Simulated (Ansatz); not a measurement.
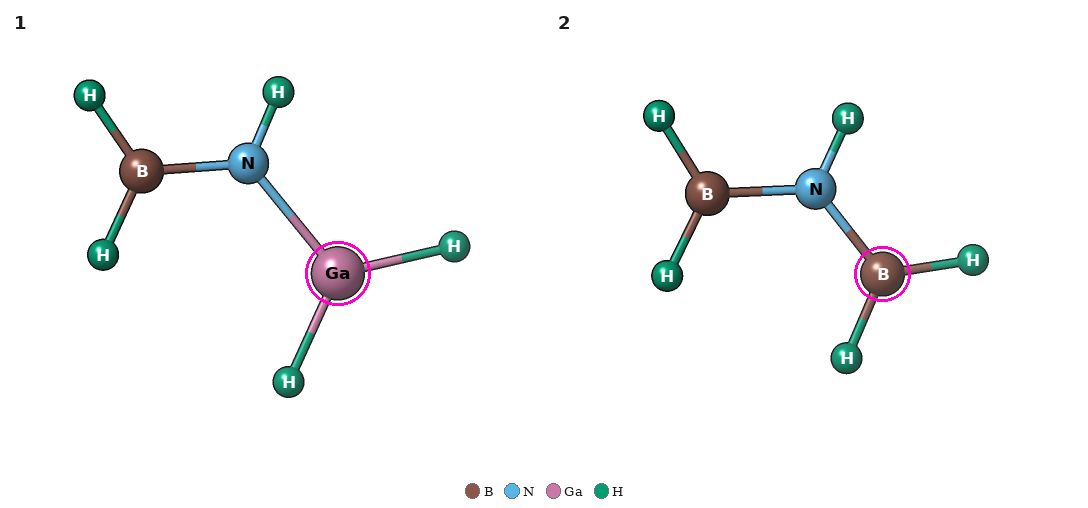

2 molecules with one skeleton, seen from the same side and at one scale; the atom that differs is circled. Each species is neutral and a spin singlet. Computed geometries: PBE0-D4/def2-TZVP optimisations, one conformation each. Properties computed with Ansatz 0.2.0.

One atom differs, called X below: Ga in panel 1, B in panel 2. Their formulas are BGaH5N (`B[NH][GaH2]`), B2H5N (`BNB`).

**In which is the HOMO–LUMO gap larger (PBE0-D4/def2-TZVPP)?**

In panel 2 (X = B).

**In which is the length of X–N larger (PBE0-D4/def2-TZVP)?**

In panel 1 (X = Ga).

Give the values. With PBE0-D4/def2-TZVP: mean length of X–H (Å), length of X–N (Å), angle H–X–H (°), harmonic zero-point energy (kJ/mol). With PBE0-D4/def2-TZVPP: HOMO energy (Kohn–Sham orbital) (eV), HOMO–LUMO gap (eV). With PBE-D4/def2-TZVPP: dipole moment (D).

```json
{"quantity": "mean length of X–H (Å)", "1 (Ga)": "1.560", "2 (B)": "1.195", "2 − 1": "−0.365"}
{"quantity": "length of X–N (Å)", "1 (Ga)": "1.854", "2 (B)": "1.417", "2 − 1": "−0.437"}
{"quantity": "angle H–X–H (°)", "1 (Ga)": "127.4", "2 (B)": "122.0", "2 − 1": "−5.4"}
{"quantity": "HOMO energy (Kohn–Sham orbital) (eV)", "1 (Ga)": "−8.38", "2 (B)": "−9.18", "2 − 1": "−0.80"}
{"quantity": "HOMO–LUMO gap (eV)", "1 (Ga)": "6.93", "2 (B)": "7.83", "2 − 1": "+0.90"}
{"quantity": "dipole moment (D)", "1 (Ga)": "1.66", "2 (B)": "1.31", "2 − 1": "−0.35"}
{"quantity": "harmonic zero-point energy (kJ/mol)", "1 (Ga)": "135.2", "2 (B)": "157.9", "2 − 1": "+22.7"}
```
